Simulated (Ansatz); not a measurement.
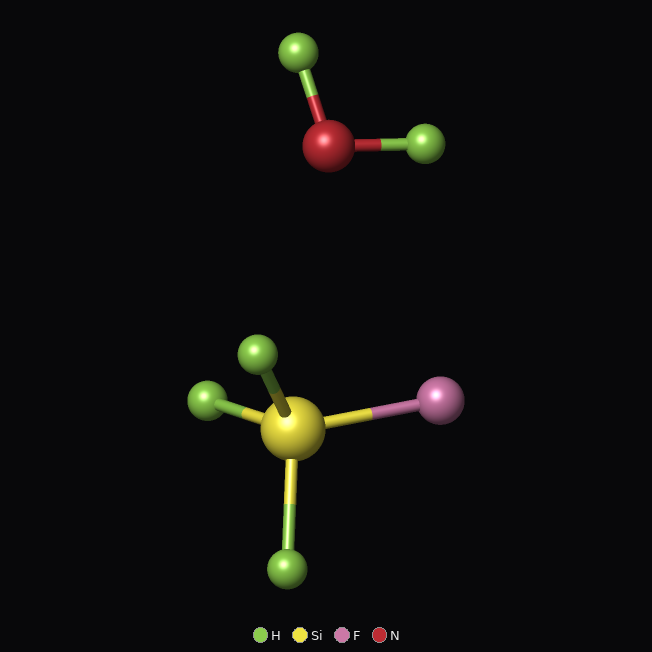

The species is neutral and a spin doublet. Harmonic vibrations computed with UKS PBE0-D4/def2-TZVP (Ansatz 0.2.0) at a stationary point of the same level.

Question: Is this a minimum or a saddle point?

Answer: A minimum: no imaginary frequency, and the lowest mode lies at 62 cm⁻¹.

Question: How many vibrational modes are there, and where do they lie?

Answer: 18 modes: 62, 81, 113, 134, 202, 268, 718, 720, 865, 939, 975, 986, 1520, 2224, 2263, 2272, 3401, 3502 cm⁻¹.
